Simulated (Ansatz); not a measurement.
The starting structures come from a database of crystals and need not be the phases stable at ambient conditions.

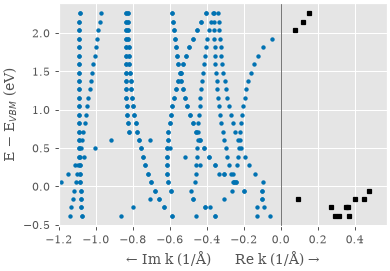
Figure: Complex bands at the centre of the two-dimensional zone; Ansatz (a quantum-chemistry and plane-wave program) with r2SCAN

The gap is the functional's own. No spin-orbit coupling. Mid-gap values are interpolated on the energy grid.

This is HgBr2 (P3, not sure to be the ambient phase, 9 atoms a cell, 29.7 Å³ an atom) along the normal of (100). Read off the slowest decay at the centre of the two-dimensional zone at 0.94 eV, the computed energy nearest the middle of the gap.

κ ≈ 0.21 1/Å, a decay length 1/(2κ) of the density of 2.4 Å.
